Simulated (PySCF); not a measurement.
# C4H7BO: the cost of one run

Computed with PySCF 2.14.0, with density-fitted response routines of our own, on a single molecule in the gas phase. Atoms count from 0, in the outputs and in this text.

### Step 1. Starting geometry

13 atoms, charge 0, multiplicity 1; geometry from: GFN2-xTB. The atoms were then displaced at random by about 0.01 Å, so the start is not that level's minimum.

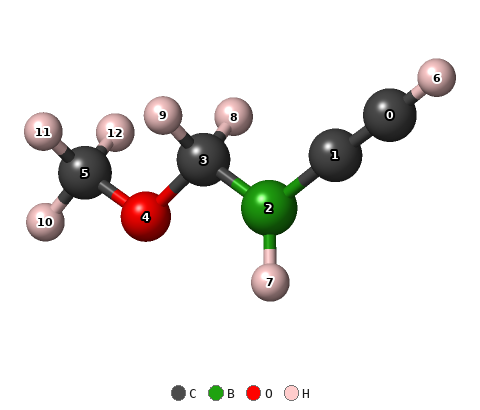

The starting geometry (carbon dark grey, boron green, oxygen red, hydrogen pink), atoms numbered; sticks join atoms by distance.

### Step 2. Optimising the geometry at PBE0-D3(BJ)/def2-SVP

Job settings and geometry (Å):

```
{"job": {"xc": "PBE0", "basis": "def2-SVP", "d3": "d3bj", "grid": 1, "shake": 0.01, "kind": "geom"}, "charge": 0, "multiplicity": 1}
C      3.463760     0.952200    -0.077420
C      2.465290     0.271020    -0.212050
B      1.253580    -0.614310    -0.393620
C     -0.128200     0.019690    -0.183300
O     -1.218650    -0.900510    -0.447390
C     -2.490040    -0.329800    -0.249620
H      4.301330     1.588190     0.030330
H      1.417860    -1.732990    -0.669320
H     -0.285690     0.915220    -0.800890
H     -0.251500     0.396150     0.864960
H     -3.220110    -1.115770    -0.470270
H     -2.623580    -0.001450     0.797130
H     -2.678210     0.535470    -0.921360
```

Command:

```bash
$ OMP_NUM_THREADS=1 python probes_run.py task.json out
```

This one command runs all jobs of the session in turn.

**Question.** How long does this first job take on 1 thread of Arm Neoverse V1, shared host, and how much memory does it need?

About 30 s, with a peak of 0.5 GiB.
